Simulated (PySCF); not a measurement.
# C$_{7}$H$_{12}$F$_{2}$O: what the fields show

```yaml
atoms:
  - { symbol: C, position_ang: [-2.9114, 0.1015, -0.8706] }
  - { symbol: C, position_ang: [-1.6245, 0.7226, -0.3412] }
  - { symbol: C, position_ang: [-0.4804, -0.2773, -0.3409] }
  - { symbol: C, position_ang: [-0.4912, -1.3956, 0.7221] }
  - { symbol: C, position_ang: [0.9935, -1.1262, 0.9818] }
  - { symbol: F, position_ang: [1.3629, -1.0227, 2.3002] }
  - { symbol: C, position_ang: [0.8688, 0.2061, 0.2212] }
  - { symbol: O, position_ang: [1.8445, 0.4791, -0.7654] }
  - { symbol: C, position_ang: [3.0107, 1.0084, -0.2840] }
  - { symbol: F, position_ang: [2.8225, 2.2993, 0.1575] }
  - { symbol: H, position_ang: [-2.7705, -0.2555, -1.8878] }
  - { symbol: H, position_ang: [-3.2123, -0.7391, -0.2505] }
  - { symbol: H, position_ang: [-3.7139, 0.8342, -0.8718] }
  - { symbol: H, position_ang: [-1.3425, 1.5742, -0.9635] }
  - { symbol: H, position_ang: [-1.7859, 1.0908, 0.6743] }
  - { symbol: H, position_ang: [-0.3293, -0.6786, -1.3435] }
  - { symbol: H, position_ang: [-1.0905, -1.1322, 1.5912] }
  - { symbol: H, position_ang: [-0.7478, -2.3973, 0.3901] }
  - { symbol: H, position_ang: [1.6793, -1.8348, 0.5101] }
  - { symbol: H, position_ang: [0.7605, 1.0517, 0.9079] }
  - { symbol: H, position_ang: [3.7243, 1.0561, -1.1133] }
  - { symbol: H, position_ang: [3.4224, 0.4547, 0.5752] }
```

Geometry: GFN2-xTB.

These are results of PBE0/pcSseg-1, SCF density, gas phase, non-relativistic (PySCF 2.14.0), not measurements.

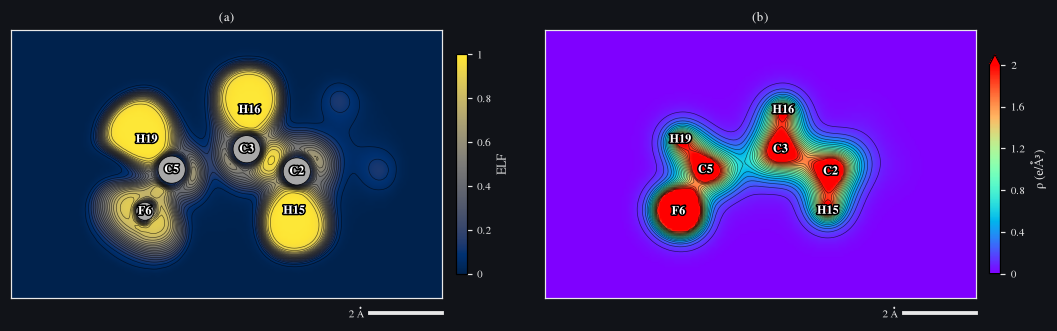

Figure 1. (a) electron localisation function; (b) total electron density on the plane of atoms C2, C3 and H16. Grey discs cover the atomic cores in the ELF map.

> What do the fields say about this system?

The section cuts through C, F and H sites.
C–F (1.37 Å): ρ at the midpoint is about 2.1 e/Å³, with its minimum of 1.7 e/Å³ about 0.5 Å from C; the ELF peaks at about 0.85 between the atoms; a shared but strongly polarised pair.
C–C (1.52 Å): the density is about 1.7 e/Å³ at the midpoint; the ELF peaks at about 0.95 between the atoms: localised, covalent bonding.
C–H (1.09 Å): the density is about 2 e/Å³ at the midpoint; the ELF climbs to about 1 towards the hydrogen, as it does in any bond to H (an ordinary covalent bond to hydrogen).
The ELF also peaks beside F6, away from the bonds: lone-pair regions.

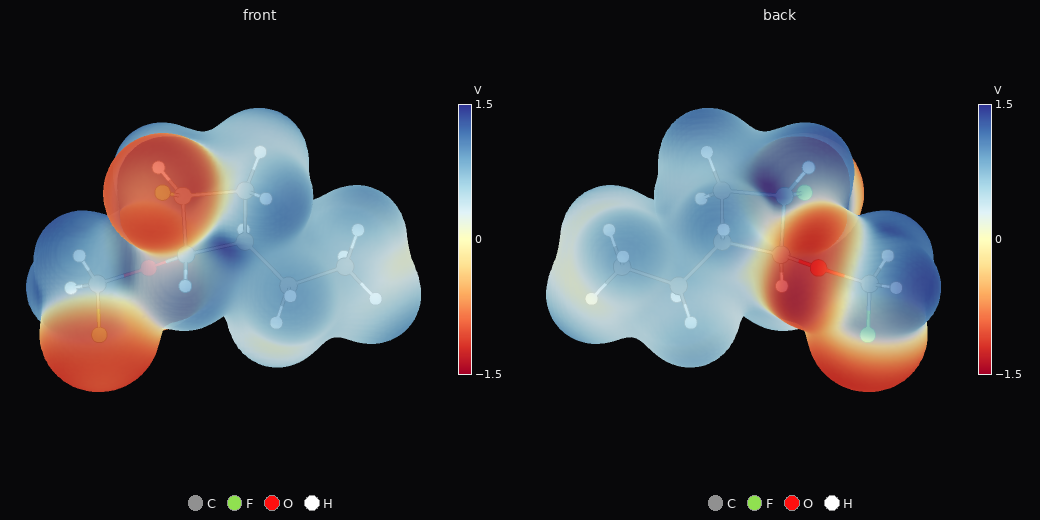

Figure 2. The molecular electrostatic potential painted on the density surface at 0.004 e/bohr³, seen from the front and from behind; the colour scale runs from red (negative) to blue (positive).

> Describe the electrostatic potential map.

The most negative region (about −1.3 V) lies over O8, the most positive (about +1.4 V) over the C and H atoms. O8 is the likeliest acceptor of a hydrogen bond.

> What dipole moment does the calculation give?

Its dipole moment is 1.95 D.

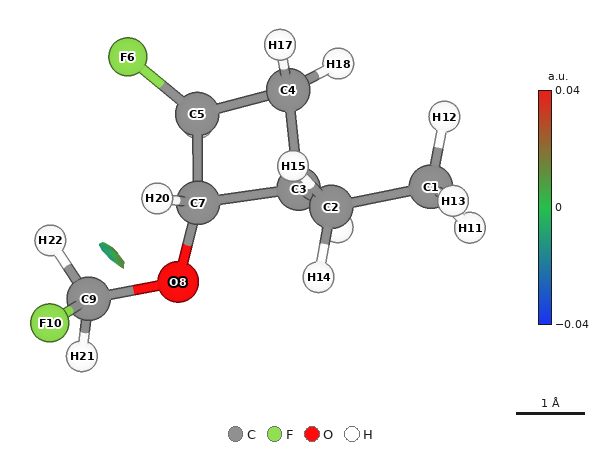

Figure 3. Non-covalent interaction (NCI) plot: the surface where the reduced density gradient is 0.5, for densities under 0.05 a.u., coloured by sign(λ₂)ρ; seen at a tilt.

> Which non-covalent interactions does the plot reveal?

Near H20, F10 and C7: mostly steric crowding (olive to red).
